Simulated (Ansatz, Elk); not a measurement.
## YSI: X-ray structure factors from the self-consistent density

Structure refinements treat a crystal as free atoms side by side. For a made-up structure of YSI (cell and positions from a r2SCAN relaxation) the runs below show what the calculated density changes in F(hkl).

Program: Elk 11.2.3 (patched build). Level of theory: DFT, PBE, all-electron APW+lo, Dirac cores, scalar-relativistic bands, static density, no spin. Results are calculated unless marked as measured.

The structure was built from a prototype and need not be the compound's stable phase.

## (1) Set-up

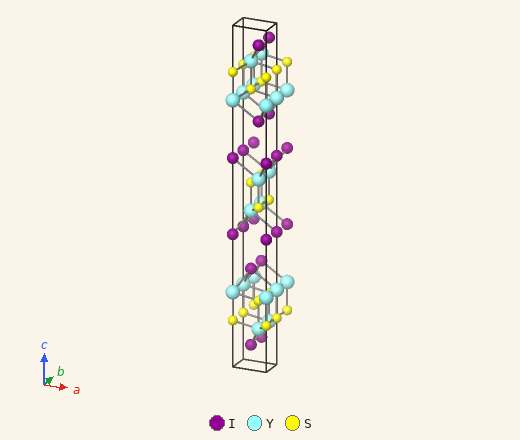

The cell as given, slightly off an axis (iodine purple, yttrium light teal, sulfur yellow). 1×2×1 cells are drawn. This picture shows the conventional cell, with its axes. Bonds to atoms that aren't drawn are left out. Some periodic images of atoms are drawn too.

## (2) Ground state and structure factors

An all-electron density is needed, since X-rays see the cores too. Task 0 finds the density and task 195 Fourier-transforms it; tshift is off so that phases refer to the origin typed.

File elk.in:

```
tasks
  0
  195

xctype
  20

spinpol
  .false.

rgkmax
  7.0

gmaxvr
  14.0

lmaxo
  7

lmaxapw
  8

swidth
  0.002

tshift
  .false.

ramdisk
  .false.

hmaxvr
  5.5

maxscl
  120

epspot
  1e-06

sppath
  './'

avec
  4.22959688575 2.44195890055 21.31733276841
  -4.22959688575 2.44195890055 21.31733276841
  0.00000000000 -4.88391780110 21.31733276841

atoms
  3
  'I.in'
  2
  0.6114973367 0.6114973367 0.6114973367   0.000000 0.000000 0.000000
  0.3885026633 0.3885026633 0.3885026633   0.000000 0.000000 0.000000
  'Y.in'
  2
  0.7809408066 0.7809408066 0.7809408066   0.000000 0.000000 0.000000
  0.2190591934 0.2190591934 0.2190591934   0.000000 0.000000 0.000000
  'S.in'
  2
  0.8636651465 0.8636651465 0.8636651465   0.000000 0.000000 0.000000
  0.1363348535 0.1363348535 0.1363348535   0.000000 0.000000 0.000000

ngridk
  6 6 6
```

On the command line:

```console
$ OMP_NUM_THREADS=4 elk
```

Numbers of over 12 decimals in the logs are rounded to 6 here.

The log of the run:

```text
┌─────────────────────────┐
│ Elk code version 11.2.3 │
└─────────────────────────┘

All units are atomic (Hartree, Bohr, etc.)

┌─────────────────────────────────────────────────┐
│ Ground-state run starting from atomic densities │
└─────────────────────────────────────────────────┘

Lattice vectors :
   4.229596886       2.441958901       21.31733277
  -4.229596886       2.441958901       21.31733277
   0.000000000      -4.883917801       21.31733277

Reciprocal lattice vectors :
  0.7427640833      0.4288350434      0.9824845937E-01
 -0.7427640833      0.4288350434      0.9824845937E-01
 -0.5564708315E-17 -0.8576700869      0.9824845937E-01

Unit cell volume      :    1321.056654
Brillouin zone volume :   0.1877665221

Muffin-tin inner radius fraction :   0.1000000000E-01

Nuclei treated as point charges

Species : 1 (I)
 parameters loaded from : I.in
 name : iodine
 nuclear charge    :   -53.00000000
 electronic charge :    53.00000000
 atomic mass :    231332.6972
 muffin-tin radius :    2.600000000
 number of radial points in muffin-tin :   1193
 inner part over the whole radius :   0.9964907323E-02
 number on inner part of muffin-tin    :    851
 approximate nuclear radius :   0.9002358621E-04
 number of mesh points to nuclear radius :    431
 atomic positions (lattice), magnetic fields (Cartesian) :
  1 :  -0.38850266 -0.38850266 -0.38850266    0.00000000  0.00000000  0.00000000
  2 :   0.38850266  0.38850266  0.38850266    0.00000000  0.00000000  0.00000000

Species : 2 (Y)
 parameters loaded from : Y.in
 name : yttrium
 nuclear charge    :   -39.00000000
 electronic charge :    39.00000000
 atomic mass :    162065.4503
 muffin-tin radius :    2.600000000
 number of radial points in muffin-tin :   1193
 inner part over the whole radius :   0.9871815862E-02
 number on inner part of muffin-tin    :    847
 approximate nuclear radius :   0.8135895711E-04
 number of mesh points to nuclear radius :    416
 atomic positions (lattice), magnetic fields (Cartesian) :
  1 :  -0.21905919 -0.21905919 -0.21905919    0.00000000  0.00000000  0.00000000
  2 :   0.21905919  0.21905919  0.21905919    0.00000000  0.00000000  0.00000000

Species : 3 (S)
 parameters loaded from : S.in
 name : sulphur
 nuclear charge    :   -16.00000000
 electronic charge :    16.00000000
 atomic mass :    58450.91931
 muffin-tin radius :    2.200000000
 number of radial points in muffin-tin :    793
 inner part over the whole radius :   0.9890556315E-02
 number on inner part of muffin-tin    :    554
 approximate nuclear radius :   0.6195814986E-04
 number of mesh points to nuclear radius :    251
 atomic positions (lattice), magnetic fields (Cartesian) :
  1 :  -0.13633485 -0.13633485 -0.13633485    0.00000000  0.00000000  0.00000000
  2 :   0.13633485  0.13633485  0.13633485    0.00000000  0.00000000  0.00000000

Total number of atoms per unit cell :    6
Total muffin-tin volume :    383.6931828
 ratio of muffin-tin to unit cell volume :   0.2904441543

Spin treatment :
 spin-unpolarised

Number of Bravais lattice symmetries :   12
Number of crystal symmetries         :   12
Crystal has inversion symmetry
Real symmetric eigensolver will be used

k-point grid :      6     6     6
k-point offset :    0.000000000       0.000000000       0.000000000
k-point set is reduced with full crystal symmetry group
Total number of k-points :       32

Muffin-tin radius times maximum |G+k| :    7.000000000
 using average radius
Maximum |G+k| for APW functions       :    2.837837838
Maximum (1/2)|G+k|²                   :    4.026661797
Maximum |G| for potential and density :    14.00000000
Constant for pseudocharge density :    9
 order of it for each species :   16  16  16
 order of it for pair densities of each species (exact exchange by exxq0 0: 17) :   11  11   7
Radial integration step length :    1

G-vector grid sizes :     98    98    98
Number of G-vectors :    61277

Maximum angular momentum used for
 APW functions            :    8
 outer part of muffin-tin :    7
[...]
exchange                    :     -623.32514307469
 correlation                 :     -10.912876206488
 electron entropic           :    -0.47161293523980E-11
 total energy                :     -21810.467059055

Density of states at Fermi energy :   0.5063615785E-07
 (states/Hartree/unit cell)

Estimated indirect band gap :   0.9748781646E-01
 from k-point 1 to k-point 12
Estimated direct band gap   :   0.1111533367
 at k-point 1

Charges :
 core                        :    148.0000000
 valence                     :    68.00000000
 interstitial                :    11.28535417
 muffin-tins (core leakage)
  species : 1 (I)
[...]
species : 2 (Y)
[...]
species : 3 (S)
[...]
total in muffin-tins        :    204.7146458
 total calculated charge     :    215.9984472
 total charge                :    216.0000000
 error                       :   0.1552804262E-02

RMS change in Kohn-Sham potential (target) :   0.2612239235     (  0.1000000000E-05)
Absolute change in total energy (target)   :   0.4463826559     (  0.1000000000E-03)

[... loops 3 to 14 left out ...]

┌──────────────────┐
│ Loop number : 15 │
└──────────────────┘

Energies :
 Fermi                       :     0.153350
 sum of occupied eigenvalues :     -13134.541798840
 electron kinetic            :      22878.578375152
 core electron kinetic       :      22357.971670116
 Coulomb                     :     -44052.744669864
 Coulomb potential           :     -35186.467251040
 nuclear-nuclear             :     -1945.2094341508
 electron-nuclear            :     -49059.000886092
 Hartree                     :      6951.4656503780
 Madelung                    :     -26459.511044344
 xc potential                :     -826.65292295178
 exchange                    :     -623.26219188140
 correlation                 :     -10.918055525805
 electron entropic           :    -0.45333285226410E-11
 total energy                :     -21808.346542120

Density of states at Fermi energy :   0.5078790848E-07
 (states/Hartree/unit cell)

Estimated indirect band gap :   0.9282502259E-01
 from k-point 1 to k-point 12
Estimated direct band gap   :   0.1017431187
 at k-point 1

Charges :
 core                        :    148.0000000
 valence                     :    68.00000000
 interstitial                :    11.38235526
 muffin-tins (core leakage)
  species : 1 (I)
[...]
species : 2 (Y)
[...]
species : 3 (S)
[...]
total in muffin-tins        :    204.6176447
 total calculated charge     :    215.9984739
 total charge                :    216.0000000
 error                       :   0.1526145790E-02

RMS change in Kohn-Sham potential (target) :   0.4309827433E-06 (  0.1000000000E-05)
Absolute change in total energy (target)   :   0.8182289821E-04 (  0.1000000000E-03)

Convergence targets achieved

┌──────────────────┐
│ Loop number : 16 │
└──────────────────┘

Energies :
 Fermi                       :     0.153350
 sum of occupied eigenvalues :     -13134.541792959
 electron kinetic            :      22878.578386458
 core electron kinetic       :      22357.971677417
 Coulomb                     :     -44052.744674970
 Coulomb potential           :     -35186.467255326
 nuclear-nuclear             :     -1945.2094341508
 electron-nuclear            :     -49059.000890603
 Hartree                     :      6951.4656497836
 Madelung                    :     -26459.511047307
 xc potential                :     -826.65292409019
 exchange                    :     -623.26219167522
 correlation                 :     -10.918055537016
 electron entropic           :    -0.45333291431686E-11
 total energy                :     -21808.346535725

Density of states at Fermi energy :   0.5078791086E-07
 (states/Hartree/unit cell)

Estimated indirect band gap :   0.9282497864E-01
 from k-point 1 to k-point 12
Estimated direct band gap   :   0.1017431335
 at k-point 1

Charges :
 core                        :    148.0000000
 valence                     :    68.00000000
 interstitial                :    11.38235545
 muffin-tins (core leakage)
  species : 1 (I)
[...]
species : 2 (Y)
[...]
atom 2                    :    36.71647880     (  0.8528927616E-05)
  species : 3 (S)
   atom 1                    :    14.63440864     (  0.7117095160E-04)
   atom 2                    :    14.63440864     (  0.7117095160E-04)
 total in muffin-tins        :    204.6176446
 total calculated charge     :    215.9984739
 total charge                :    216.0000000
 error                       :   0.1526146188E-02

┌──────────────────────────────┐
│ Self-consistent loop stopped │
└──────────────────────────────┘

Warning : core states of species 1 leak from the muffin-tin :   0.2003276798E-03

Wrote STATE.OUT
```

Run time: 100 s. Hardware: 4 threads of Arm Neoverse V1, shared host; peak memory 0.55 GiB; 3.8 min of CPU time.

SFACRHO.OUT:

```text

h k l indices transformed by vhmat matrix:
   1.000000000       0.000000000       0.000000000    
   0.000000000       1.000000000       0.000000000    
   0.000000000       0.000000000       1.000000000    

      h      k      l  multipl.   |H|            Re(F)            Im(F)           |F|

      0      0      0      1   0.0000000       216.00000      0.53993904E-15   216.00000    
      1      1      1      2  0.29474538      -15.484182      0.91666720E-14   15.484182    
     -2     -2     -2      2  0.58949076      -64.856937      0.12375007E-12   64.856937    
      1      0      0      6  0.86327906      -41.352048     -0.13750008E-13   41.352048    
      0     -1     -1      6  0.87989148      -50.422747      0.20625012E-13   50.422747    
      3      3      3      2  0.88423613      -23.645511     -0.92812554E-13   23.645511    
     -2     -1     -1      6  0.94342044      -65.286251      0.82500048E-13   65.286251    
     -1     -2     -2      6  0.98839110       129.67278     -0.24291681E-12   129.67278    
     -2     -2     -3      6   1.0993558      -56.166601      0.23031263E-12   56.166601    
     -2     -3     -3      6   1.1633463       89.699649     -0.24291681E-12   89.699649    
     -4     -4     -4      2   1.1789815      -105.32219      0.31625018E-12   105.32219    
      4      3      3      6   1.3041756       71.662760      0.31166685E-12   71.662760    
      4      3      4      6   1.3797036      -85.553483     -0.27737239E-12   85.553483    
      5      5      5      2   1.4737269       45.503132      0.21083346E-12   45.503132    
     -1      0      1      6   1.4855282       162.05762     -0.10249030E-13   162.05762    
      2      0      1     12   1.5144863      -8.8712963      0.22343763E-13   8.8712963    
      4      4      5      6   1.5384779       113.30088      0.45833360E-12   113.30088    
     -1     -3     -2     12   1.5982157      -53.070997      0.11916674E-12   53.070997
```

Elk indexes on the primitive cell of elk.in and gives |H| = 4π sin θ/λ in inverse bohr. Below, one row stands for each form hkl of the conventional cell (m members, Friedel mates merged), F is for one primitive cell and the density is static (no thermal factor). Free-atom factors are Waasmaier and Kirfel's, and R is Σm||F|−|F'||/Σm|F|.

```
   hkl   m  sin θ/λ (Å⁻¹)  abs F, DFT  neutral atoms   diff.
   003   2          0.044      15.484         15.354  +0.130
   006   2          0.089      64.857         64.858  -0.001
   101   6          0.130      41.352         41.626  -0.274
   012   6          0.132      50.423         50.302  +0.121
   009   2          0.133      23.645         23.668  -0.023
   104   6          0.142      65.286         64.500  +0.786
   015   6          0.149     129.673        129.613  +0.060
   107   6          0.165      56.167         56.723  -0.557
   018   6          0.175      89.700         89.368  +0.332
0 0 12   2          0.177     105.322        105.142  +0.180
1 0 10   6          0.196      71.663         71.719  -0.056
0 1 11   6          0.207      85.553         85.285  +0.269
0 0 15   2          0.222      45.503         45.374  +0.129
   110   6          0.223     162.058        162.064  -0.006
   113  12          0.228       8.871          8.820  +0.051
1 0 13   6          0.231     113.301        113.431  -0.130
   116  12          0.240      53.071         53.221  -0.150
0 1 14   6          0.244       4.135          4.180  -0.045
   021   6          0.258      35.802         35.751  +0.051
   202   6          0.260      41.495         41.677  -0.182
   119  12          0.260      19.477         19.439  +0.038
   024   6          0.265      51.138         51.383  -0.245
```

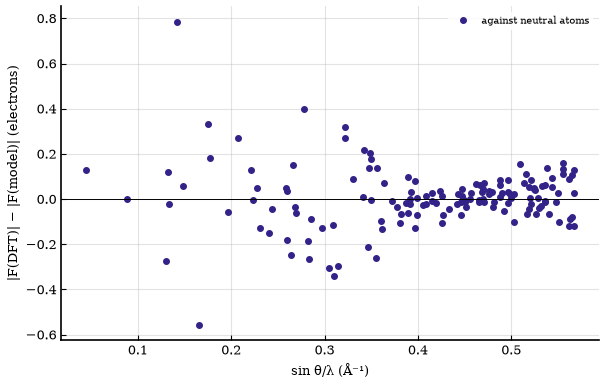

Difference between the calculated structure factors and the independent-atom ones.

## (3) The highest occupied states alone

An energy window below the Fermi level keeps the highest occupied states, to see at which angles they scatter; shallow core shells can lie inside it and anion s states outside. No new self-consistency is needed.

elk.in, as its differences from that of step 2:

```diff
@@ -1,3 +1,2 @@
 tasks
-  0
   195
@@ -40,2 +39,5 @@
 
+wsfac
+  -0.287640 0.453350
+
 sppath
```

On the command line:

```console
$ OMP_NUM_THREADS=4 elk
```

The log of the run:

```text
┌─────────────────────────────────┐
│ Elk code version 11.2.3 started │
└─────────────────────────────────┘

Info(readinput): the functional depends on the density's gradient
 muffin-tin radial points multiplied by    2.00000
 (not where nrmtscf is given)

┌────────────────────┐
│ Current task : 195 │
└────────────────────┘

Info(sfacrho): density structure factors written to SFACRHO.OUT

 Energy window :  -0.2876400000      0.4533500000

┌──────────────────┐
│ Elk code stopped │
└──────────────────┘
```

The job ended after 30 s (4 threads; peak memory 0.33 GiB; 34 s of CPU time).

States within 12 eV below the Fermi level hold 24.39 electrons; any levels below the window count with the cores, and a count that is not whole means the window cuts a band. Their amplitudes can exceed the total, where window and core parts have opposite phase:

```
   hkl  sin θ/λ (Å⁻¹)  abs F, window  abs F, all
   003          0.044          4.577      15.484
   006          0.089          1.416      64.857
   101          0.130          0.334      41.352
   012          0.132          0.919      50.423
   009          0.133          2.487      23.645
   104          0.142          7.646      65.286
   015          0.149          1.766     129.673
   107          0.165          2.791      56.167
   018          0.175          4.349      89.700
0 0 12          0.177          3.366     105.322
```

## (4) Another functional

The difference from free atoms is small, so it is set against the change that PBEsol makes.

elk.in, as its differences from that of step 3:

```diff
@@ -1,2 +1,3 @@
 tasks
+  0
   195
@@ -4,3 +5,3 @@
 xctype
-  20
+  22
 
@@ -39,5 +40,2 @@
 
-wsfac
-  -0.287640 0.453350
-
 sppath
```

On the command line:

```console
$ OMP_NUM_THREADS=4 elk
```

The log of the run:

```text
┌─────────────────────────┐
│ Elk code version 11.2.3 │
└─────────────────────────┘

All units are atomic (Hartree, Bohr, etc.)

┌─────────────────────────────────────────────────┐
│ Ground-state run starting from atomic densities │
└─────────────────────────────────────────────────┘

Lattice vectors :
   4.229596886       2.441958901       21.31733277
  -4.229596886       2.441958901       21.31733277
   0.000000000      -4.883917801       21.31733277

Reciprocal lattice vectors :
  0.7427640833      0.4288350434      0.9824845937E-01
[...]
muffin-tins (core leakage)
  species : 1 (I)
[...]
species : 2 (Y)
[...]
species : 3 (S)
   atom 1                    :    14.60797919     (  0.7168413924E-04)
   atom 2                    :    14.60797919     (  0.7168413924E-04)
 total in muffin-tins        :    204.5540150
 total calculated charge     :    215.9984927
 total charge                :    216.0000000
 error                       :   0.1507268480E-02

┌──────────────────────────────┐
│ Self-consistent loop stopped │
└──────────────────────────────┘

Warning : core states of species 1 leak from the muffin-tin :   0.2021266973E-03

Wrote STATE.OUT
[key lines of the parts left out:]
total energy                :     -21797.218348043
```

The job ended after 99 s (4 threads; peak memory 0.56 GiB; 3.9 min of CPU time).

Against the first run R = 0.02 %; the largest change is -0.054 at 104.

## (5) Basis size

A smaller basis shows how fast F responds to it; the change is likely larger than the basis error of the first run, but doesn't show convergence.

elk.in, as its differences from that of step 4:

```diff
@@ -5,3 +5,3 @@
 xctype
-  22
+  20
 
@@ -11,3 +11,3 @@
 rgkmax
-  7.0
+  5.5
```

On the command line:

```console
$ OMP_NUM_THREADS=4 elk
```

The log of the run:

```text
┌─────────────────────────┐
│ Elk code version 11.2.3 │
└─────────────────────────┘

All units are atomic (Hartree, Bohr, etc.)

┌─────────────────────────────────────────────────┐
│ Ground-state run starting from atomic densities │
└─────────────────────────────────────────────────┘

Lattice vectors :
   4.229596886       2.441958901       21.31733277
  -4.229596886       2.441958901       21.31733277
   0.000000000      -4.883917801       21.31733277

Reciprocal lattice vectors :
  0.7427640833      0.4288350434      0.9824845937E-01
[...]
muffin-tins (core leakage)
  species : 1 (I)
[...]
species : 2 (Y)
[...]
species : 3 (S)
   atom 1                    :    14.58313435     (  0.7065176075E-04)
   atom 2                    :    14.58313435     (  0.7065176075E-04)
 total in muffin-tins        :    204.3831670
 total calculated charge     :    215.9985477
 total charge                :    216.0000000
 error                       :   0.1452326638E-02

┌──────────────────────────────┐
│ Self-consistent loop stopped │
└──────────────────────────────┘

Warning : core states of species 1 leak from the muffin-tin :   0.2005594244E-03

Wrote STATE.OUT
[key lines of the parts left out:]
total energy                :     -21808.232973815
```

Run time: 84 s. Hardware: 4 threads; peak memory 0.5 GiB.

Against the first run R = 0.04 %; the largest change is -0.081 at 110.

## (6) Settings against the effect

```
          run  R against the first run (%)  R against neutral atoms, low angle (%)  wall time
PBE, rgkmax 7                         0.00                                    0.27      100 s
       PBEsol                         0.02                                    0.26       99 s
   rgkmax 5.5                         0.04                                    0.26       84 s
```

## (7) Summary of results

```yaml
r_against_neutral_atoms_sin_theta_lambda_0p3_a_minus1: 0.27 %
r_against_neutral_atoms_0p3_to_0p57_a_minus1: 0.15 %
```

In words: Independent neutral atoms miss the calculated amplitudes by R = 0.27 % below 0.3 Å⁻¹ and 0.15 % from there to 0.57 Å⁻¹; by shells, 0.40 % below 0.15 Å⁻¹ (7 forms), 0.24 % 0.15 to 0.3 (23 forms), 0.18 % 0.3 to 0.45 (51 forms), 0.13 % above 0.45 (68 forms). Bonding, aspherical density and the tables' own atoms all enter these figures, and the runs don't part them. The largest change of an amplitude is +0.79 electrons, at 104. The window's part falls from 24.4 electrons at the origin to at most 0.27 between 0.45 and 0.57 Å⁻¹. Below 0.3 Å⁻¹ the changes that finished (PBEsol and rgkmax 5.5) move F by R = 0.04 % at most, against the 0.27 % that separates it from free atoms. The k-mesh has no finished test. Part of the difference isn't bonding: the tables are fits to free atoms and ions calculated by other methods than this functional. Thermal motion, anomalous dispersion and extinction are left out.

[Logs are printed without paths, hosts, clocks, repeated set-up lines and the standing remarks that a program may print on its own settings, such as how far it seeks lower states.]

[Hosts, paths, dates, database ids (printed as entryN), source tags and the programs' standing remarks are cut or masked in the printed files.]
